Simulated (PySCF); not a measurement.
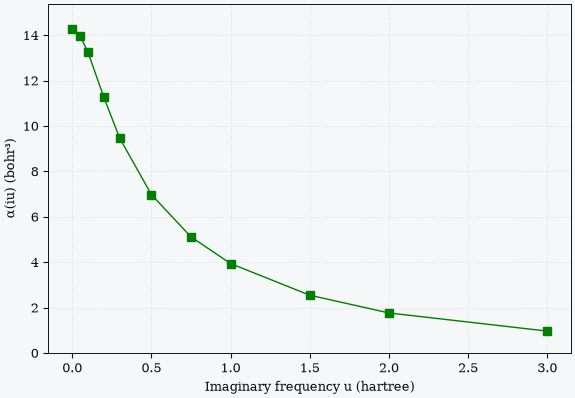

Dipole polarisability at imaginary frequency of an atom or ion with 71 electrons in the configuration [Xe] 4f¹⁴ 5d³. Coupled response at the PBE0 level; PySCF, aug-cc-pVDZ-PP with a 60-electron core potential, unrestricted single determinants, no spin-orbit coupling.

Q: Which species is it, and what does the curve give?

A: Ta²⁺. The static dipole polarisability is 14.3 bohr³; α(iu) falls to half of it near u = 0.49 hartree. The Casimir–Polder integral gives C₆ = 79.0 hartree bohr⁶ for two such species.
